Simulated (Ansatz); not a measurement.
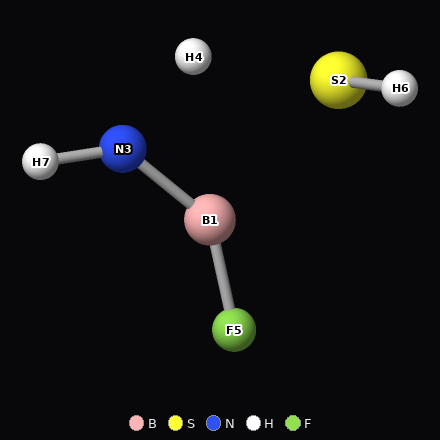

The system is the reacting system BFH₃NS (fragments BFH₃NS where the first distance is long, BFHN + H₂S where the second is long); the picture shows the reference structure. First axis: distance S2–H4 (bond that forms). Second axis: distance B1–S2 (bond that breaks). Relaxed at each point: all other coordinates. The grid has 13 × 13 points. At 1 point there is no value. Points are written as (first, second). All energies are given in kJ/mol relative to a guessed transition structure relaxed with its forming and breaking bonds held. Energies and slopes of some neighbouring points disagree (a jump in structure or state, or too coarse a mesh). The reference is spin-restricted, so regions where a bond is pulled apart into radicals lie too high. The calculation used RHF/def2-SVP (Ansatz 0.2.0).

Its coordinates:

```yaml
atoms:
  - { symbol: B, position_ang: [-0.7736, 0.0081, 0.0315] }
  - { symbol: S, position_ang: [0.8715, -1.0551, 1.0411] }
  - { symbol: N, position_ang: [-0.0807, 0.3657, -1.0615] }
  - { symbol: H, position_ang: [1.0049, -0.2150, -0.5426] }
  - { symbol: F, position_ang: [-1.9546, 0.1036, 0.5581] }
  - { symbol: H, position_ang: [1.2343, -0.0717, 1.8713] }
  - { symbol: H, position_ang: [-0.3019, 0.8643, -1.8979] }
```

Range: distance S2–H4 (bond that forms) from 1.224 to 2.424 Å; distance B1–S2 (bond that breaks) from 1.701 to 3.501 Å.

**What will the energy surface look like?**

The lowest grid point is at (2.424 Å, 1.782 Å), −286 kJ/mol from a guessed transition structure relaxed with its forming and breaking bonds held. It lies at the edge of the scanned range, so the true minimum may lie outside. The highest grid point, (2.424 Å, 3.501 Å), lies 412 kJ/mol above the lowest.

```csv
"second ↓, first →",1.224,1.278,1.352,1.436,1.528,1.626,1.729,1.836,1.947,2.062,2.179,2.300,2.424
3.501,−48,−64,−69,−56,−29,9,55,93,105,113,118,123,126
3.315,−46,−62,−67,−54,−27,11,57,90,97,101,102,102,102
3.134,−43,−59,−64,−51,−24,15,–,85,86,83,79,74,70
2.957,−38,−54,−59,−46,−19,20,74,74,66,57,48,40,32
2.785,−31,−46,−51,−38,−10,28,66,54,39,23,10,−2,−11
2.619,−19,−35,−39,−26,1,59,46,24,3,−17,−34,−48,−60
2.458,−4,−20,−24,−11,16,43,16,−12,−39,−62,−81,−98,−111
2.304,6,−10,−15,−2,42,16,−19,−53,−83,−110,−131,−150,−165
2.157,10,−6,−11,2,26,−13,−56,−96,−131,−159,−182,−202,−217
2.019,16,0,−4,9,17,−42,−92,−135,−170,−200,−224,−243,−259
1.893,32,16,12,68,−1,−62,−113,−157,−193,−223,−248,−268,−284
1.782,63,47,43,71,1,−59,−112,−156,−194,−225,−250,−270,−286
1.701,104,88,84,91,20,−41,−94,−137,−175,−206,−231,−252,−268
```

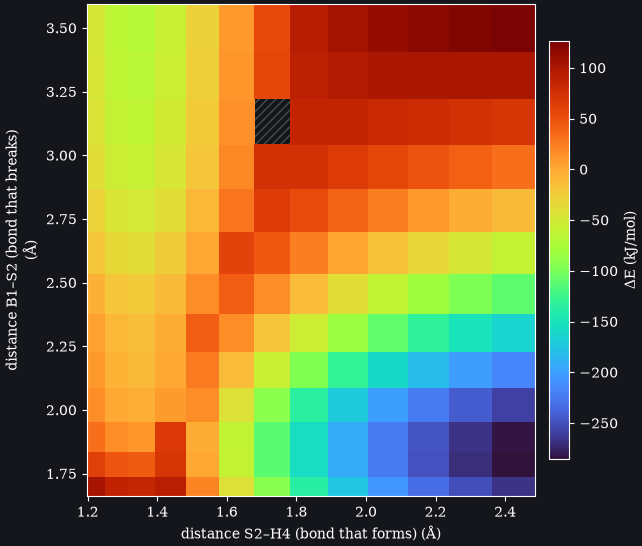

Drawn: one coloured cell a grid point, hatched blanks where no value was computed.

The whole map (168 points run) took 28 min on 1 thread of Arm Neoverse V2 (shared host).
